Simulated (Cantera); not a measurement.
A closed system holds: 1 mol Si₃N₄, 0.0075 mol O₂, 630 mol N₂, at 0.310 Pa.

Cantera equilibrium calculation (NASA polynomials, part measured and part estimated; ideal gas, pure solids and liquids). Candidate condensed phases: Si, SiO₂, Si₂N₂O, Si₃N₄; 16 gas species. Mutual solubility and eutectic melting of coexisting phases are not modelled. Equilibrium is a limit: real reactors are often held back by kinetics, nucleation or transport.

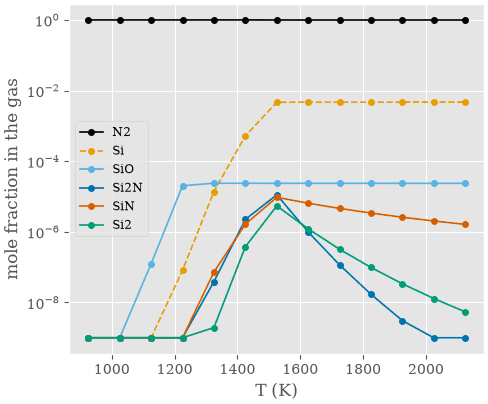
Equilibrium gas composition (values under 1e-9 drawn at 1e-9)

From 925 K to 1225 K the condensed part is Si₂N₂O(s) + Si₃N₄(s). At 1325 K the condensed part is Si₃N₄(s). At 1425 K the condensed part is Si(s). From 1525 K to 2125 K nothing is condensed.
